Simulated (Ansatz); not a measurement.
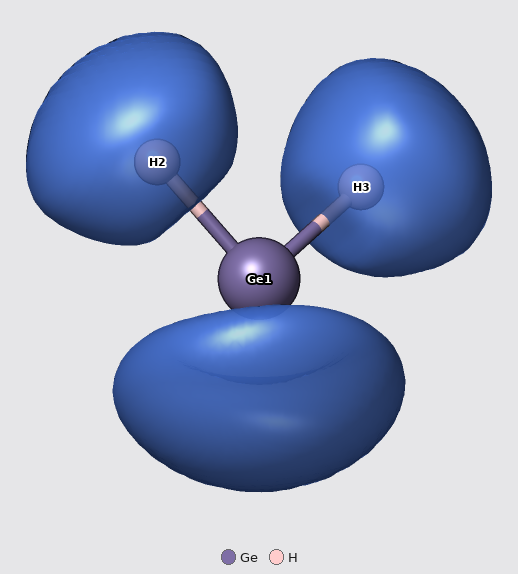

Figure 1: GeH2. Isosurface of the electron localisation function at 0.8 (blue), seen at a tilt. Core shells and regions of very low density are left out.

Geometry: r2SCAN-D4/def2-TZVP.

Computed with RKS PBE0-D4/def2-TZVP (Ansatz).

### Where are the electrons localised?

At this value the surface marks out two regions around hydrogen nuclei and one lobe on Ge, pointing away from the bonds (lone pairs). Along the contacts the grid gives the following. Ge–H (1.59 Å): the ELF climbs to about 1 towards the hydrogen.
